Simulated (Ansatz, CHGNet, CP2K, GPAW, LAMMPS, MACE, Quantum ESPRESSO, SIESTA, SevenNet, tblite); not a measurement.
**Other levels on amorphous 63GeO2-24PbO-13Al2O3 (mol %) (115 atoms)**

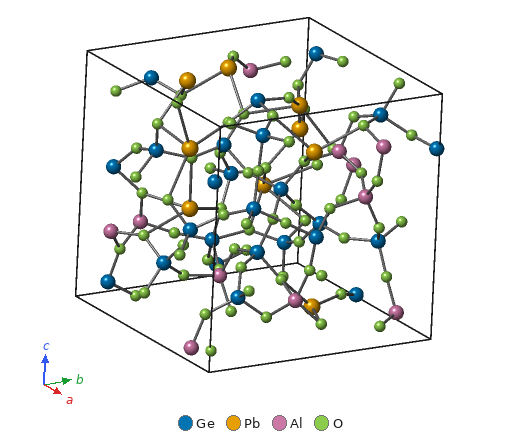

The cell (germanium blue, lead orange, aluminium pink, oxygen green). Bonds to atoms that aren't drawn are left out. Some periodic images of atoms are drawn too.

Density of this cell: 4.81 g/cm³. The cell holds 115 atoms: 24 Ge, 9 Pb, 10 Al and 72 O. Cell: a = 12.017 Å, b = 12.017 Å, c = 12.017 Å, α = 90.0°, β = 90.0°, γ = 90.0°. 115 atoms (24 Ge, 9 Sr, 10 Al, 72 O) placed at random at 3.86 g/cm³, melted at 5000 K for 10 ps at fixed volume with the Morse and Coulomb pair potential with partial charges (Pedone, Malavasi, Menziani, Cormack and Segre, J. Phys. Chem. B 110, 11780 (2006)). Quenched from 5000 K to 300 K at 100 K/ps and fixed volume, held 10 ps at zero pressure, then minimised at fixed cell. Then Sr was replaced by Pb and the cell scaled by 1.008 (the potential has no terms for the new elements, so the cell is a start for a DFT relaxation).

Geometry: as built.

The reference, a calculation:

- method: Kohn-Sham DFT, PBE, SSSP efficiency 1.3.0 pseudopotentials, plane waves (Quantum ESPRESSO 7.5); sssp-pbe-1.3.0-efficiency, cutoffs 60/480 Ry, Γ point
- r.m.s. force component: 0.7633 eV/Å
- longest force: 2.519 eV/Å
- pressure: 3.432 GPa
- gap (highest filled to lowest empty level): 2.141 eV
- time: 9.5 min on 4 MPI ranks of Arm Neoverse V2, shared host
- CPU time: 38 min

Runs, in no order:
A. SevenNet 0 potential: machine-learned interatomic potential SevenNet 0, trained on PBE(+U) plane-wave data
B. MACE MP-0b2 small potential: machine-learned interatomic potential MACE MP-0b2 small, trained on PBE(+U) plane-wave data
C. GPAW PBE, LCAO sz(dzp), h 0.18 Å: Kohn-Sham DFT, PBE, PAW, atomic orbitals (sz(dzp))
D. SIESTA PBE, DZP, shift 0.01 Ry, mesh 500 Ry: Kohn-Sham DFT, PBE, PseudoDojo 0.4.1 norm-conserving pseudopotentials (converted to PSML), numerical atomic orbitals (DZP), diagonalisation

**Question.** Rank the runs by how far their forces lie from the reference's, least first.

A, B, D, C.

| run | Δ force, r.m.s. (meV/Å) | share of r.m.s. force (%) | CPU time |
| --- | --- | --- | --- |
| A. SevenNet 0 potential | 81.7 | 10.7 | 7.7 s |
| B. MACE MP-0b2 small potential | 142 | 18.6 | 6.4 s |
| D. SIESTA PBE, DZP, shift 0.01 Ry, mesh 500 Ry | 335 | 43.9 | 8.7 min |
| C. GPAW PBE, LCAO sz(dzp), h 0.18 Å | 650 | 85.2 | 64 s |

Machine-learned potentials mimic data converged in k, so the reference's own k-point error enters their differences. The network of bonds at the start is that of the classical potential that made the cell, and needn't be the one that DFT or experiment would give. The electronic-structure runs sample only Γ, in a cell whose shortest periodic width is 12 Å.

[Hosts, paths, dates, database ids (printed as entryN), source tags and the programs' standing remarks are cut or masked in the printed files.]
